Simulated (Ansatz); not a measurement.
**CH6Al2O2Si: up Jacob's ladder to CCSD(T), part 1 of 2**

Aim: compute CH6Al2O2Si with functionals from several rungs and with coupled cluster, and see how far each lands from CCSD(T) at the basis-set limit for the atomisation energy.

Computed with Ansatz 0.2.0, Gaussian basis. Level: functionals in def2-TZVPP, the program's frozen cores in correlated methods.

Levels to be run: LDA (SPW92), PBE-D4, revPBE-D4, BLYP-D4, r2SCAN-D4, B97M-V, PBE0-D4, B3LYP-D4, r2SCANh-D4, r2SCAN0-D4, HSE06-D4, BHLYP-D4, CAM-B3LYP-D4, LC-ωPBE, ωB97X-V, ωB97M-V, B2PLYP, PBE-QIDH; CCSD(T)/def2-SVP; CCSD(T)/def2-TZVPP; MP2/def2-QZVPP; extrapolation to the limit; RPA on PBE.

## (1) The geometry

All runs share one geometry, relaxed beforehand with PBE0-D4 in a triple-zeta def2 set.

SMILES `C[SiH](O)[Al]1[O][AlH]1`, 12 atoms, charge 0, spin multiplicity 1.

Atoms are counted from 1 here; the program's logs count them from 0.

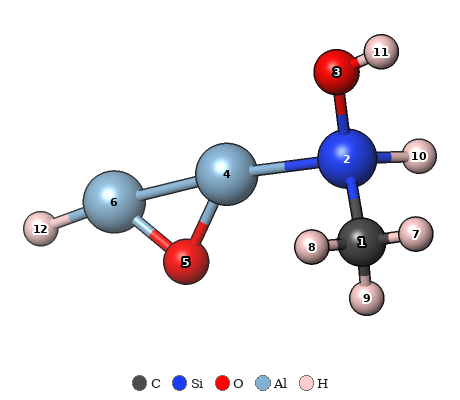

The geometry (carbon dark grey, silicon blue, oxygen red, aluminium light blue, hydrogen pink); atoms are numbered from 1 in the order of the file.

## (2) LDA

This LDA is Slater exchange with PW92 correlation.

The input, in.yaml:

```yaml
crystal:
  periodic: [false, false, false]
  atoms:
    - {symbol: C, position_ang: [-0.014310, -1.473202, 1.418548]}
    - {symbol: Si, position_ang: [0.522619, -0.961824, -0.301057]}
    - {symbol: O, position_ang: [2.175610, -0.951485, -0.461595]}
    - {symbol: Al, position_ang: [-0.203211, 1.329639, -0.890547]}
    - {symbol: O, position_ang: [-1.679197, 2.128927, -0.435749]}
    - {symbol: Al, position_ang: [-1.087979, 3.475715, -1.355371]}
    - {symbol: H, position_ang: [0.306972, -2.494494, 1.643393]}
    - {symbol: H, position_ang: [0.398073, -0.808479, 2.180632]}
    - {symbol: H, position_ang: [-1.105025, -1.440244, 1.493727]}
    - {symbol: H, position_ang: [-0.071060, -1.946484, -1.263215]}
    - {symbol: H, position_ang: [2.630134, -1.793860, -0.408108]}
    - {symbol: H, position_ang: [-1.795528, 4.880691, -1.586860]}
basis:
  gaussian: {orbitals: def2-TZVPP}
hamiltonian: {xc: lda}
output: {orbitals: {seedname: orbitals}}
```

The run is started by

```console
> ansatz run in.yaml --threads 4 --pin off --events-out ev --progress --plain --max-ram 10444MiB
```

Output, cut to the lines that bear on the results:

```text
Functional definition: SPW92
  name "SPW92"
  cite "Dirac, Proc. Camb. Phil. Soc. 26, 376 (1930) doi:10.1017/S0305004100016108"
  cite "Slater, Phys. Rev. 81, 385 (1951) doi:10.1103/PhysRev.81.385"
  cite "Perdew & Wang, Phys. Rev. B 45, 13244 (1992) doi:10.1103/PhysRevB.45.13244"
[...]
1662 factors; their error is unknown
[...]
mean field -26177.52409135 eV, -962.0062665939 hartree, gradient 4.3e-5 eV, S^2 0.000000; 0 other end points of the search recorded, 0 dependent functions left out
reference -26177.52414321 eV, -962.0062684999 hartree; 34, 34 occupied and 269, 269 virtual orbitals, 1662 factors
Total energy: -26177.52414321 eV, -962.0062684999 hartree
```

It took 2.3 s on 4 threads of Arm Neoverse V1, shared host; peak memory 0.47 GiB.

With the free atoms at this level, -26128.305 eV in sum, the atomisation energy is 4749.0 kJ/mol. HOMO -4.69 eV, LUMO -2.61 eV.

## (3) PBE-D4 (GGA)

Edit in.yaml of step 2 so:

```diff
@@ -17,3 +17,3 @@
   gaussian: {orbitals: def2-TZVPP}
-hamiltonian: {xc: lda}
-output: {orbitals: {seedname: orbitals}}
+hamiltonian: {xc: pbe, dispersion: d4}
+output: {forces: true, orbitals: {seedname: orbitals}}
```

The command is unchanged.

Output, cut to the lines that bear on the results:

```text
Functional definition: PBE
  name "PBE"
  cite "Perdew, Burke & Ernzerhof, Phys. Rev. Lett. 77, 3865 (1996) doi:10.1103/PhysRevLett.77.3865"
  parent pbe
[...]
1662 factors; their error is unknown
[...]
mean field -26288.59995263 eV, -966.0882292061 hartree, gradient 4.4e-5 eV, S^2 0.000000; 0 other end points of the search recorded, 0 dependent functions left out
[...]
Atom 8 at    -1.105025    -1.440244     1.493727 Å, force    -0.209484     0.003571     0.025446 eV/Å
Atom 9 at    -0.071060    -1.946484    -1.263215 Å, force    -0.090248    -0.103509    -0.113904 eV/Å
Atom 10 at     2.630134    -1.793860    -0.408108 Å, force     0.223093    -0.394651     0.019941 eV/Å
Atom 11 at    -1.795528     4.880691    -1.586860 Å, force    -0.086669     0.123495    -0.006145 eV/Å
Dipole moment:     0.243948    -0.387979     0.092324 e Å
```

Run time: 4.4 s. Hardware: 4 threads of Arm Neoverse V1, shared host; peak memory 0.48 GiB.

Atomisation energy: 4219.1 kJ/mol (free atoms -26245.142 eV, run apart). HOMO -4.59 eV, LUMO -2.44 eV.

## (4) revPBE-D4 (GGA)

Edit in.yaml of step 3 so:

```diff
@@ -17,3 +17,3 @@
   gaussian: {orbitals: def2-TZVPP}
-hamiltonian: {xc: pbe, dispersion: d4}
-output: {forces: true, orbitals: {seedname: orbitals}}
+hamiltonian: {xc: {name: revPBE}, dispersion: d4}
+output: {orbitals: {seedname: orbitals}}
```

Same command.

Output, cut to the lines that bear on the results:

```text
Functional definition: revPBE
  name "revPBE"
  cite "Zhang & Yang, Phys. Rev. Lett. 80, 890 (1998) doi:10.1103/PhysRevLett.80.890"
  cite "Perdew, Burke & Ernzerhof, Phys. Rev. Lett. 77, 3865 (1996) doi:10.1103/PhysRevLett.77.3865"
[...]
1662 factors; their error is unknown
[...]
mean field -26299.70344600 eV, -966.4962750613 hartree, gradient 4.3e-5 eV, S^2 0.000000; 0 other end points of the search recorded, 0 dependent functions left out
reference -26299.70351571 eV, -966.4962776230 hartree; 34, 34 occupied and 269, 269 virtual orbitals, 1662 factors
Total energy: -26300.41460621 eV, -966.5224097167 hartree
```

It took 3.7 s on 4 threads of Arm Neoverse V1, shared host; peak memory 0.48 GiB.

Atomisation energy: 4111.5 kJ/mol (free atoms -26257.802 eV, run apart). HOMO -4.54 eV, LUMO -2.37 eV.

## (5) BLYP-D4 (GGA)

Edit in.yaml of step 4 so:

```diff
@@ -17,3 +17,3 @@
   gaussian: {orbitals: def2-TZVPP}
-hamiltonian: {xc: {name: revPBE}, dispersion: d4}
+hamiltonian: {xc: {name: BLYP}, dispersion: d4}
 output: {orbitals: {seedname: orbitals}}
```

Launched as before.

Output, cut to the lines that bear on the results:

```text
Functional definition: BLYP
  name "BLYP"
  cite "Becke, Phys. Rev. A 38, 3098 (1988) doi:10.1103/PhysRevA.38.3098"
  cite "Lee, Yang & Parr, Phys. Rev. B 37, 785 (1988) doi:10.1103/PhysRevB.37.785"
[...]
1662 factors; their error is unknown
[...]
mean field -26304.87060996 eV, -966.6861648344 hartree, gradient 1.1e-5 eV, S^2 0.000000; 0 other end points of the search recorded, 0 dependent functions left out
reference -26304.87106626 eV, -966.6861816031 hartree; 34, 34 occupied and 269, 269 virtual orbitals, 1662 factors
Total energy: -26305.44255112 eV, -966.7071832844 hartree
```

It took 3.7 s on 4 threads of Arm Neoverse V1, shared host; peak memory 0.48 GiB.

Atomisation energy: 4143.6 kJ/mol (free atoms -26262.497 eV, run apart). HOMO -4.45 eV, LUMO -2.27 eV.

## (6) r2SCAN-D4 (meta-GGA)

Edit in.yaml of step 5 so:

```diff
@@ -17,3 +17,3 @@
   gaussian: {orbitals: def2-TZVPP}
-hamiltonian: {xc: {name: BLYP}, dispersion: d4}
-output: {orbitals: {seedname: orbitals}}
+hamiltonian: {xc: r2scan, dispersion: d4}
+output: {forces: true, orbitals: {seedname: orbitals}}
```

The command is unchanged.

Output, cut to the lines that bear on the results:

```text
Functional definition: r2SCAN
  name "r2SCAN"
  cite "Furness, Kaplan, Ning, Perdew & Sun, J. Phys. Chem. Lett. 11, 8208 (2020) doi:10.1021/acs.jpclett.0c02405"
  cite "Furness, Kaplan, Ning, Perdew & Sun, J. Phys. Chem. Lett. 11, 9248 (2020) doi:10.1021/acs.jpclett.0c03077"
  parent r2scan
[...]
1662 factors; their error is unknown
[...]
Atom 8 at    -1.105025    -1.440244     1.493727 Å, force     0.020765    -0.007716     0.017808 eV/Å
Atom 9 at    -0.071060    -1.946484    -1.263215 Å, force    -0.006199     0.000694     0.007829 eV/Å
Atom 10 at     2.630134    -1.793860    -0.408108 Å, force     0.019780    -0.027979    -0.000093 eV/Å
Atom 11 at    -1.795528     4.880691    -1.586860 Å, force    -0.014564    -0.015712     0.015545 eV/Å
Dipole moment:     0.238027    -0.389357     0.094118 e Å
```

Run time: 9 s. Hardware: 4 threads of Arm Neoverse V1, shared host; peak memory 0.51 GiB.

With the free atoms at this level, -26257.687 eV in sum, the atomisation energy is 4201.8 kJ/mol. HOMO -4.74 eV, LUMO -2.31 eV.

## (7) B97M-V (meta-GGA)

Edit in.yaml of step 6 so:

```diff
@@ -17,3 +17,3 @@
   gaussian: {orbitals: def2-TZVPP}
-hamiltonian: {xc: r2scan, dispersion: d4}
-output: {forces: true, orbitals: {seedname: orbitals}}
+hamiltonian: {xc: {name: B97M-V}}
+output: {orbitals: {seedname: orbitals}}
```

The command is unchanged.

Output, cut to the lines that bear on the results:

```text
Functional definition: B97M-V
  name "B97M-V"
  cite "Mardirossian & Head-Gordon, J. Chem. Phys. 142, 074111 (2015) doi:10.1063/1.4907719"
  cite "Becke, J. Chem. Phys. 107, 8554 (1997) doi:10.1063/1.475007"
  cite "Vydrov & Van Voorhis, J. Chem. Phys. 133, 244103 (2010) doi:10.1063/1.3521275"
  # Of w^i u^j: cxij and so on, Table III.
[...]
  gx(w, u) = cx00 + cx01*u + cx02*u^2 + (cx10 + cx11*u)*w
[...]
  gos(w, u) = cos00 + cos01*u + cos03*u^3 + cos10*w + cos32*w^3*u^2
[...]
      + integral(e_c_pw_mod_opposite_spin*gos(b97_w_opposite, b97_u_opposite)) + vv10(b, c)
1662 factors; their error is unknown
[...]
mean field -26299.64247615 eV, -966.4940344607 hartree, gradient 2.8e-5 eV, S^2 0.000000; 0 other end points of the search recorded, 0 dependent functions left out
reference -26299.64255652 eV, -966.4940374140 hartree; 34, 34 occupied and 269, 269 virtual orbitals, 1662 factors
Total energy: -26299.64255652 eV, -966.4940374140 hartree
```

Wall time 17 s (4 threads of Arm Neoverse V1, shared host); peak memory 0.59 GiB.

With the free atoms at this level, -26256.014 eV in sum, the atomisation energy is 4209.5 kJ/mol. HOMO -4.75 eV, LUMO -2.38 eV.

## (8) PBE0-D4 (hybrid)

Edit in.yaml of step 7 so:

```diff
@@ -17,3 +17,3 @@
   gaussian: {orbitals: def2-TZVPP}
-hamiltonian: {xc: {name: B97M-V}}
+hamiltonian: {xc: pbe0, dispersion: d4}
 output: {orbitals: {seedname: orbitals}}
```

Launched as before.

Output, cut to the lines that bear on the results:

```text
Functional definition: PBE0
  name "PBE0"
  cite "Adamo & Barone, J. Chem. Phys. 110, 6158 (1999) doi:10.1063/1.478522"
  cite "Perdew, Burke & Ernzerhof, Phys. Rev. Lett. 77, 3865 (1996) doi:10.1103/PhysRevLett.77.3865"
  parent pbe
[...]
1727 factors; their error is unknown
[...]
mean field -26290.67570609 eV, -966.1645117387 hartree, gradient 3.8e-5 eV, S^2 0.000000; 0 other end points of the search recorded, 0 dependent functions left out
reference -26290.67574722 eV, -966.1645132502 hartree; 34, 34 occupied and 269, 269 virtual orbitals, 1727 factors
Total energy: -26290.90758922 eV, -966.1730332866 hartree
```

It took 6.5 s on 4 threads of Arm Neoverse V1, shared host; peak memory 0.99 GiB.

With the free atoms at this level, -26248.001 eV in sum, the atomisation energy is 4139.9 kJ/mol. HOMO -5.49 eV, LUMO -1.71 eV.

## (9) B3LYP-D4 (hybrid)

B3LYP here takes the VWN-RPA correlation.

Edit in.yaml of step 8 so:

```diff
@@ -17,3 +17,3 @@
   gaussian: {orbitals: def2-TZVPP}
-hamiltonian: {xc: pbe0, dispersion: d4}
-output: {orbitals: {seedname: orbitals}}
+hamiltonian: {xc: {name: B3LYP}, dispersion: d4}
+output: {forces: true, orbitals: {seedname: orbitals}}
```

Launched as before.

Output, cut to the lines that bear on the results:

```text
Functional definition: B3LYP
  name "B3LYP"
  cite "Stephens, Devlin, Chabalowski & Frisch, J. Phys. Chem. 98, 11623 (1994) doi:10.1021/j100096a001"
  cite "Becke, Phys. Rev. A 38, 3098 (1988) doi:10.1103/PhysRevA.38.3098"
  cite "Lee, Yang & Parr, Phys. Rev. B 37, 785 (1988) doi:10.1103/PhysRevB.37.785"
  cite "Vosko, Wilk & Nusair, Can. J. Phys. 58, 1200 (1980) doi:10.1139/p80-159"
[...]
1713 factors; their error is unknown
[...]
Atom 8 at    -1.105025    -1.440244     1.493727 Å, force     0.050813    -0.006609     0.013015 eV/Å
Atom 9 at    -0.071060    -1.946484    -1.263215 Å, force     0.032458     0.040912     0.047187 eV/Å
Atom 10 at     2.630134    -1.793860    -0.408108 Å, force     0.073872    -0.008139    -0.004665 eV/Å
Atom 11 at    -1.795528     4.880691    -1.586860 Å, force     0.029484    -0.068244     0.014292 eV/Å
Dipole moment:     0.276804    -0.377758     0.054096 e Å
```

Run time: 9.5 s. Hardware: 4 threads of Arm Neoverse V1, shared host; peak memory 1.1 GiB.

With the free atoms at this level, -26265.308 eV in sum, the atomisation energy is 4147.5 kJ/mol. HOMO -5.32 eV, LUMO -1.85 eV.

## (10) r2SCANh-D4 (hybrid)

Edit in.yaml of step 9 so:

```diff
@@ -17,3 +17,3 @@
   gaussian: {orbitals: def2-TZVPP}
-hamiltonian: {xc: {name: B3LYP}, dispersion: d4}
-output: {forces: true, orbitals: {seedname: orbitals}}
+hamiltonian: {xc: {name: r2SCANh}, dispersion: d4}
+output: {orbitals: {seedname: orbitals}}
```

Same command.

Output, cut to the lines that bear on the results:

```text
Functional definition: r2SCANh
  name "r2SCANh"
  cite "Bursch, Neugebauer, Ehlert & Grimme, J. Chem. Phys. 156, 134105 (2022) doi:10.1063/5.0086040"
  cite "Furness, Kaplan, Ning, Perdew & Sun, J. Phys. Chem. Lett. 11, 8208 (2020) doi:10.1021/acs.jpclett.0c02405"
  cite "Furness, Kaplan, Ning, Perdew & Sun, J. Phys. Chem. Lett. 11, 9248 (2020) doi:10.1021/acs.jpclett.0c03077"
  parent r2scan
[...]
1662 factors; their error is unknown
[...]
mean field -26300.68586647 eV, -966.5323783474 hartree, gradient 7.3e-5 eV, S^2 0.000000; 0 other end points of the search recorded, 0 dependent functions left out
reference -26300.68588169 eV, -966.5323789068 hartree; 34, 34 occupied and 269, 269 virtual orbitals, 1662 factors
Total energy: -26300.75900732 eV, -966.5350662243 hartree
```

It took 10 s on 4 threads of Arm Neoverse V1, shared host; peak memory 1 GiB.

Atomisation energy: 4167.2 kJ/mol (free atoms -26257.569 eV, run apart). HOMO -5.08 eV, LUMO -2.04 eV.

## (11) r2SCAN0-D4 (hybrid)

Edit in.yaml of step 10 so:

```diff
@@ -17,3 +17,3 @@
   gaussian: {orbitals: def2-TZVPP}
-hamiltonian: {xc: {name: r2SCANh}, dispersion: d4}
+hamiltonian: {xc: {name: r2SCAN0}, dispersion: d4}
 output: {orbitals: {seedname: orbitals}}
```

Same command.

Output, cut to the lines that bear on the results:

```text
Functional definition: r2SCAN0
  name "r2SCAN0"
  cite "Bursch, Neugebauer, Ehlert & Grimme, J. Chem. Phys. 156, 134105 (2022) doi:10.1063/5.0086040"
  cite "Furness, Kaplan, Ning, Perdew & Sun, J. Phys. Chem. Lett. 11, 8208 (2020) doi:10.1021/acs.jpclett.0c02405"
  cite "Furness, Kaplan, Ning, Perdew & Sun, J. Phys. Chem. Lett. 11, 9248 (2020) doi:10.1021/acs.jpclett.0c03077"
  parent r2scan
[...]
1727 factors; their error is unknown
[...]
mean field -26300.00401343 eV, -966.5073207106 hartree, gradient 3.2e-5 eV, S^2 0.000000; 0 other end points of the search recorded, 0 dependent functions left out
reference -26300.00402665 eV, -966.5073211963 hartree; 34, 34 occupied and 269, 269 virtual orbitals, 1727 factors
Total energy: -26300.08524431 eV, -966.5103058903 hartree
```

It took 11 s on 4 threads of Arm Neoverse V1, shared host; peak memory 1 GiB.

With the free atoms at this level, -26257.410 eV in sum, the atomisation energy is 4117.6 kJ/mol. HOMO -5.58 eV, LUMO -1.65 eV.

## (12) HSE06-D4 (hybrid)

HSE06 is the plane-wave form, built on full-range PBE exchange.

Edit in.yaml of step 11 so:

```diff
@@ -17,3 +17,3 @@
   gaussian: {orbitals: def2-TZVPP}
-hamiltonian: {xc: {name: r2SCAN0}, dispersion: d4}
+hamiltonian: {xc: hse06, dispersion: d4}
 output: {orbitals: {seedname: orbitals}}
```

Same command.

Output, cut to the lines that bear on the results:

```text
Functional definition: HSE06
  name "HSE06"
  cite "Heyd, Scuseria & Ernzerhof, J. Chem. Phys. 118, 8207 (2003) doi:10.1063/1.1564060"
  cite "Krukau, Vydrov, Izmaylov & Scuseria, J. Chem. Phys. 125, 224106 (2006) doi:10.1063/1.2404663"
  cite "Heyd & Scuseria, J. Chem. Phys. 120, 7274 (2004) doi:10.1063/1.1668634"
  cite "Ernzerhof & Perdew, J. Chem. Phys. 109, 3313 (1998) doi:10.1063/1.476928"
[...]
1727 factors; their error is unknown
143 factors; integrals over basis functions are off by at most 7.4e-7 eV
[...]
mean field -26289.92124851 eV, -966.1367859340 hartree, gradient 6.7e-5 eV, S^2 0.000000; 0 other end points of the search recorded, 0 dependent functions left out
reference -26289.92130332 eV, -966.1367879484 hartree; 34, 34 occupied and 269, 269 virtual orbitals, 1727 factors
Total energy: -26290.14070985 eV, -966.1448509895 hartree
```

Run time: 6.5 s. Hardware: 4 threads of Arm Neoverse V1, shared host; peak memory 1 GiB.

With the free atoms at this level, -26247.202 eV in sum, the atomisation energy is 4142.9 kJ/mol. HOMO -5.11 eV, LUMO -2.08 eV.

## (13) BHLYP-D4 (hybrid)

Edit in.yaml of step 12 so:

```diff
@@ -17,3 +17,3 @@
   gaussian: {orbitals: def2-TZVPP}
-hamiltonian: {xc: hse06, dispersion: d4}
+hamiltonian: {xc: {name: BHLYP}, dispersion: d4}
 output: {orbitals: {seedname: orbitals}}
```

The command is unchanged.

Output, cut to the lines that bear on the results:

```text
Functional definition: BHLYP
  name "BHLYP"
  cite "Becke, J. Chem. Phys. 98, 1372 (1993) doi:10.1063/1.464304"
  cite "Becke, Phys. Rev. A 38, 3098 (1988) doi:10.1103/PhysRevA.38.3098"
  cite "Lee, Yang & Parr, Phys. Rev. B 37, 785 (1988) doi:10.1103/PhysRevB.37.785"
[...]
1849 factors; their error is unknown
[...]
mean field -26303.30137203 eV, -966.6284964042 hartree, gradient 2.9e-5 eV, S^2 0.000000; 0 other end points of the search recorded, 0 dependent functions left out
reference -26303.30159907 eV, -966.6285047478 hartree; 34, 34 occupied and 269, 269 virtual orbitals, 1849 factors
Total energy: -26303.67568837 eV, -966.6422522757 hartree
```

It took 6.5 s on 4 threads of Arm Neoverse V1, shared host; peak memory 1 GiB.

Atomisation energy: 4026.6 kJ/mol (free atoms -26261.943 eV, run apart). HOMO -6.27 eV, LUMO -0.88 eV.

## (14) CAM-B3LYP-D4 (range-separated)

Edit in.yaml of step 13 so:

```diff
@@ -17,3 +17,3 @@
   gaussian: {orbitals: def2-TZVPP}
-hamiltonian: {xc: {name: BHLYP}, dispersion: d4}
+hamiltonian: {xc: {name: CAM-B3LYP}, dispersion: d4}
 output: {orbitals: {seedname: orbitals}}
```

The command is unchanged.

Output, cut to the lines that bear on the results:

```text
Functional definition: CAM-B3LYP
  name "CAM-B3LYP"
  cite "Yanai, Tew & Handy, Chem. Phys. Lett. 393, 51 (2004) doi:10.1016/j.cplett.2004.06.011"
  cite "Iikura, Tsuneda, Yanai & Hirao, J. Chem. Phys. 115, 3540 (2001) doi:10.1063/1.1383587"
  cite "Becke, Phys. Rev. A 38, 3098 (1988) doi:10.1103/PhysRevA.38.3098"
  cite "Lee, Yang & Parr, Phys. Rev. B 37, 785 (1988) doi:10.1103/PhysRevB.37.785"
[...]
  # Exact exchange under (alpha + beta erf(omega r))/r, Becke's under what is left of 1/r.
[...]
1703 factors; their error is unknown
432 factors; integrals over basis functions are off by at most 3.2e-5 eV
[...]
mean field -26304.42676346 eV, -966.6698537764 hartree, gradient 2.7e-5 eV, S^2 0.000000; 0 other end points of the search recorded, 0 dependent functions left out
reference -26304.42692870 eV, -966.6698598486 hartree; 34, 34 occupied and 269, 269 virtual orbitals, 1703 factors
Total energy: -26304.66768818 eV, -966.6787075966 hartree
```

It took 7.5 s on 4 threads of Arm Neoverse V1, shared host; peak memory 1.1 GiB.

With the free atoms at this level, -26261.418 eV in sum, the atomisation energy is 4173.0 kJ/mol. HOMO -6.61 eV, LUMO -0.69 eV.

## (15) LC-ωPBE (range-separated)

Edit in.yaml of step 14 so:

```diff
@@ -17,3 +17,3 @@
   gaussian: {orbitals: def2-TZVPP}
-hamiltonian: {xc: {name: CAM-B3LYP}, dispersion: d4}
+hamiltonian: {xc: {name: LC-wPBE}}
 output: {orbitals: {seedname: orbitals}}
```

The command is unchanged.

Output, cut to the lines that bear on the results:

```text
Functional definition: LC-wPBE
  name "LC-wPBE"
  cite "Vydrov & Scuseria, J. Chem. Phys. 125, 234109 (2006) doi:10.1063/1.2409292"
  cite "Heyd & Scuseria, J. Chem. Phys. 120, 7274 (2004) doi:10.1063/1.1668634"
  cite "Ernzerhof & Perdew, J. Chem. Phys. 109, 3313 (1998) doi:10.1063/1.476928"
  cite "Perdew, Burke & Ernzerhof, Phys. Rev. Lett. 77, 3865 (1996) doi:10.1103/PhysRevLett.77.3865"
  parent pbe
[...]
1662 factors; their error is unknown
579 factors; integrals over basis functions are off by at most 4.1e-5 eV
[...]
mean field -26295.60552540 eV, -966.3456792570 hartree, gradient 3.7e-5 eV, S^2 0.000000; 0 other end points of the search recorded, 0 dependent functions left out
reference -26295.60552541 eV, -966.3456792573 hartree; 34, 34 occupied and 269, 269 virtual orbitals, 1662 factors
Total energy: -26295.60552541 eV, -966.3456792573 hartree
```

Wall time 4.8 s (4 threads of Arm Neoverse V1, shared host); peak memory 0.71 GiB.

Atomisation energy: 4152.2 kJ/mol (free atoms -26252.571 eV, run apart). HOMO -7.77 eV, LUMO 0.28 eV.

## (16) ωB97X-V (range-separated)

Edit in.yaml of step 15 so:

```diff
@@ -17,3 +17,3 @@
   gaussian: {orbitals: def2-TZVPP}
-hamiltonian: {xc: {name: LC-wPBE}}
+hamiltonian: {xc: {name: wB97X-V}}
 output: {orbitals: {seedname: orbitals}}
```

The command is unchanged.

Output, cut to the lines that bear on the results:

```text
Functional definition: wB97X-V
  name "wB97X-V"
  cite "Mardirossian & Head-Gordon, Phys. Chem. Chem. Phys. 16, 9904 (2014) doi:10.1039/C3CP54374A"
  cite "Becke, J. Chem. Phys. 107, 8554 (1997) doi:10.1063/1.475007"
  cite "Vydrov & Van Voorhis, J. Chem. Phys. 133, 244103 (2010) doi:10.1063/1.3521275"
[...]
      + integral(e_c_pw_opposite_spin*poly(b97_u_opposite, cos0, cos1)) + vv10(b, c)
1703 factors; their error is unknown
397 factors; integrals over basis functions are off by at most 2.1e-5 eV
[...]
mean field -26300.73658826 eV, -966.5342423391 hartree, gradient 3.2e-5 eV, S^2 0.000000; 0 other end points of the search recorded, 0 dependent functions left out
reference -26300.73658557 eV, -966.5342422401 hartree; 34, 34 occupied and 269, 269 virtual orbitals, 1703 factors
Total energy: -26300.73658557 eV, -966.5342422401 hartree
```

It took 15 s on 4 threads of Arm Neoverse V1, shared host; peak memory 1.2 GiB.

Atomisation energy: 4191.2 kJ/mol (free atoms -26257.298 eV, run apart). HOMO -7.51 eV, LUMO 0.20 eV.

(Continued in part 2 of 2.)
